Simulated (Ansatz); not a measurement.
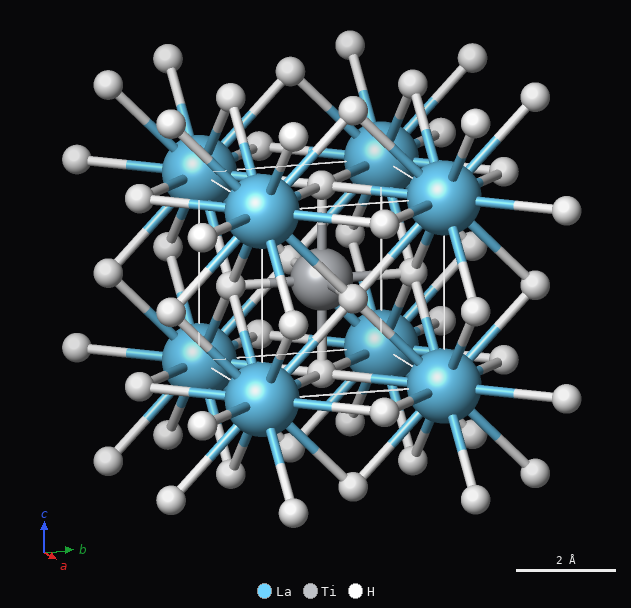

The image is a ball-and-stick drawing of a crystal, viewed slightly off an axis. Thin lines show the simulation cell, with boundary atoms drawn in all their periodic places. Some atoms of the next cells are drawn as well.

```xyz
5
Lattice="3.8989 0.0000 0.0000 0.0000 3.8989 0.0000 0.0000 0.0000 3.8989" Properties=species:S:1:pos:R:3 pbc="T T T"
La    3.8989    3.8989    0.0000
Ti    1.9494    1.9494    1.9494
H     3.8989    1.9494    1.9494
H     1.9494    3.8989    1.9494
H     1.9494    1.9494    0.0000
```

Electronic-structure method: DFT PBE, scalar-relativistic, plane waves, PAW in Ansatz 0.2.0. Parameters: a basis cut at 420 eV, a 10×10×10 k-point grid, Gaussian smearing of 0.1 eV, no spin polarisation.

Give the Bader charge of each element.

La +1.26 e; Ti +1.03 e; H -0.76 e.

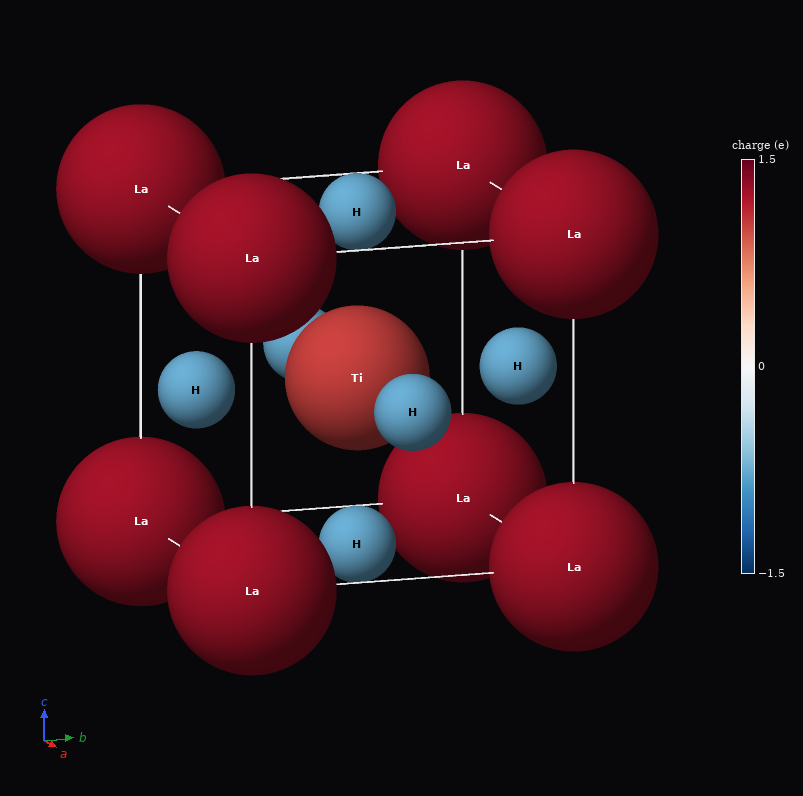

The atoms coloured by those charges.

Provenance: a structure type filled with these elements by a generator (whether the compound takes this form wasn't checked). Earlier steps of the study may have refined or changed the cell and positions. It was the input of a calculation with Ansatz.
